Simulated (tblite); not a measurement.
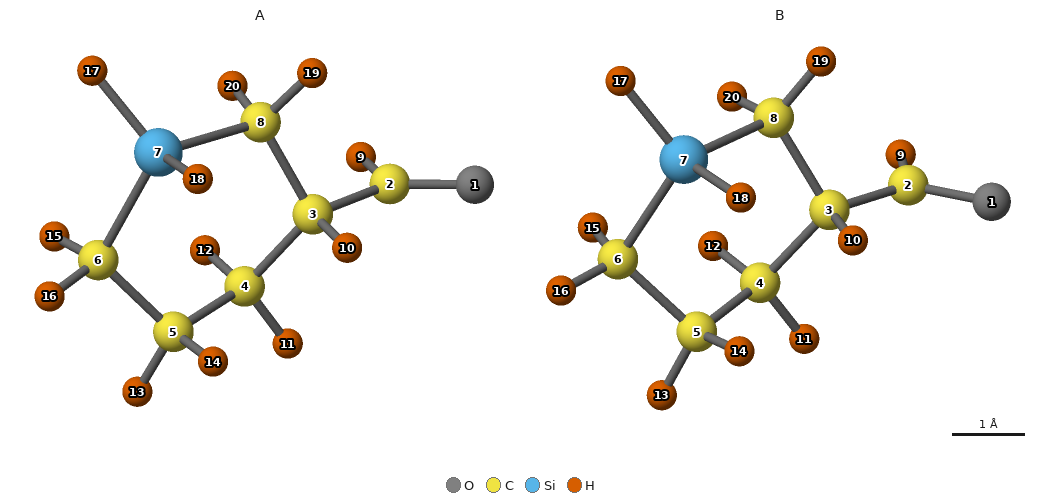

Two geometries of C₆H₁₂OSi, drawn at one scale. One is the start of a relaxation, the other its converged end. A ball-and-stick model, seen at a tilt.

Level of theory: GFN2-xTB geometry optimisation, gas phase in tblite. 

Question: Which geometry has the lower energy?

Answer: Structure A is the relaxed one. The energy falls by 0.701 eV in 64 geometry steps. H18 moves most after the best rigid fit: 0.45 Å. By element the largest moves are H 0.45 Å, O 0.33 Å, C 0.15 Å, Si 0.12 Å. Among the contacts that change: O1–C2 1.255 → 1.199 Å, C2–C3 1.462 → 1.503 Å, C2–H9 1.074 → 1.110 Å, C4–C5 1.499 → 1.528 Å. Among the angles between lasting bonds that change: C3–C2–H9 125.9° → 113.2°, O1–C2–C3 116.1° → 125.9°, H15–C6–H16 114.9° → 106.4°.
